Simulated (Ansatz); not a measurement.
**Single-point calculation of B3F2**

B3F2, multiplicity 2, computed with UKS PBE0-D4/def2-TZVP (Ansatz 0.2.0).

The geometry comes from this level: PBE-D4/def2-SVP.

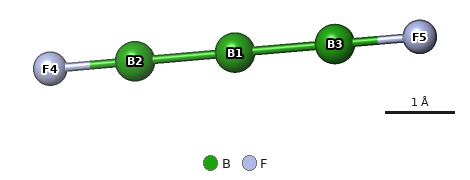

The structure as given in the input (ball-and-stick view, seen at a tilt; atoms are numbered from 1 in the order of the input). Bond lengths as drawn: B–B 1.52 Å and B–F 1.29 Å.

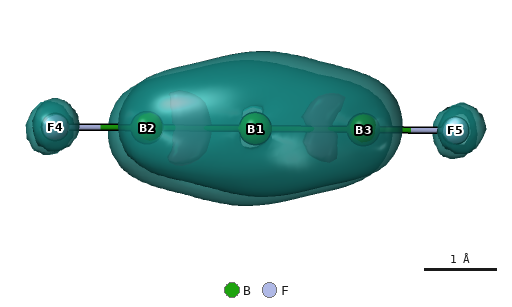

Isosurfaces of the spin density (α minus β) at +0.02 (teal) and −0.02 e/Å³ (pink), seen from the side. The unpaired spin (1 electron) lies mostly on B1 (about 0.5), B2 (about 0.2) and B3 (about 0.2), in electrons by Hirshfeld's partition.

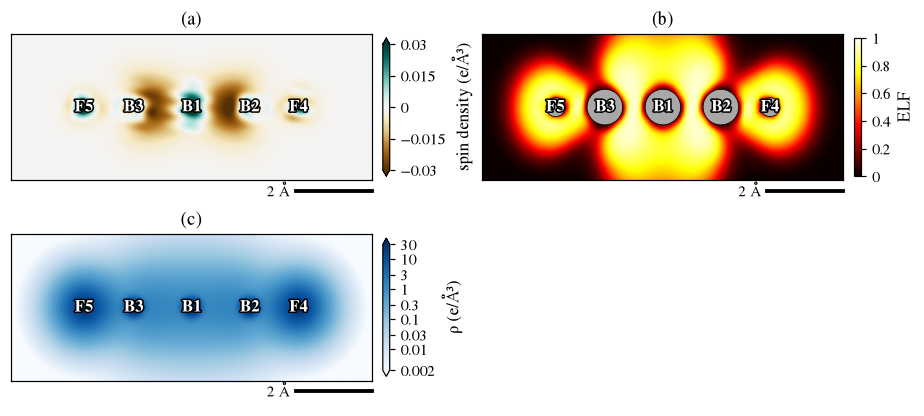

(a) spin density; (b) electron localisation function; (c) electron density on a plane that holds the molecular axis. Grey discs, where drawn, cover atomic cores. The unpaired spin (1 electron) lies mostly on B1 (about 0.5), B2 (about 0.2) and B3 (about 0.2), in electrons by Hirshfeld's partition.

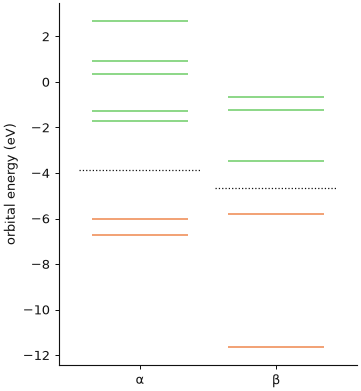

Orbital energies near the frontier for α and β spins; the dotted line parts filled from empty levels, and levels within 0.02 eV of each other stand side by side. α: highest filled −6.01 eV, lowest empty −1.71 eV, 4.30 eV apart; β: highest filled −5.82 eV, lowest empty −3.49 eV, 2.33 eV apart.

The input and output of the run follow.

## Input file
```yaml
crystal:
  periodic: [false, false, false]
  atoms:
    - {symbol: B, position_ang: [-0.000277, -0.001121, -0.001269]}
    - {symbol: B, position_ang: [1.501079, -0.226965, -0.125150]}
    - {symbol: B, position_ang: [-1.501205, 0.226288, 0.124920]}
    - {symbol: F, position_ang: [2.776084, -0.418163, -0.230431]}
    - {symbol: F, position_ang: [-2.775692, 0.419961, 0.231940]}
basis:
  gaussian: {orbitals: def2-TZVP, initial_orbitals: start.molden}
magnetization: {spin_polarized: true, initial_magnetization: 1}
hamiltonian: {xc: pbe0, dispersion: d4}
scf: {omitted_lower_state_checks: [starts]}
output: {orbitals: {seedname: orbitals}}
```

Command:
```bash
ansatz run in.yaml --threads 4 --pin off --events-out ev --progress --plain --max-ram 3916MiB
```

## The program's output
```
Functional definition: PBE0
  name "PBE0"
  cite "Adamo & Barone, J. Chem. Phys. 110, 6158 (1999) doi:10.1063/1.478522"
  cite "Perdew, Burke & Ernzerhof, Phys. Rev. Lett. 77, 3865 (1996) doi:10.1103/PhysRevLett.77.3865"
  parent pbe
  parameter a = 0.25
  parameter kappa = 0.804
  parameter beta = 0.06672455060314922
  exchange = (1 - a)*pbe_x(kappa = kappa, mu = beta*pi^2/3) + a*exact_x
  correlation = pbe_c(beta = beta)
these checks for a lower state are left out or cut short: starts
819 factors; their error is unknown
mean field evaluation 1: about -7452.5796 eV, gradient 1.2e2 eV
mean field evaluation 2: about -7456.3250 eV, gradient 4.0e0 eV
mean field evaluation 4: about -7456.3984 eV, gradient 1.6e-1 eV
mean field evaluation 8: about -7456.3985 eV, gradient 2.1e-5 eV
mean field -7456.39847486 eV, -274.0175898225 hartree, gradient 5.1e-6 eV, S^2 0.752552; 0 other end points of the search recorded, 0 dependent functions left out
reference -7456.39850416 eV, -274.0175908994 hartree; 17, 16 occupied and 138, 139 virtual orbitals, 819 factors
Total energy: -7456.47086275 eV, -274.0202500285 hartree
Checks for a lower state left out: starts
```

## Results in brief

| quantity | value |
| --- | --- |
| outcome | converged |
| total energy | −7456.4709 eV |
| mean-field energy | −7456.3985 eV |
| dispersion energy | −0.0724 eV |
| ⟨S²⟩ | 0.753 |
| SCF solution under orbital rotations | stable |
| HOMO (either spin) | −5.82 eV |
| LUMO (either spin) | −3.49 eV |
| hardware | 4 threads of Arm Neoverse V1, 23 GiB of memory available, shared host |
| wall time | 7 s (CPU time 26 s) |
| peak memory | 0.44 GiB |
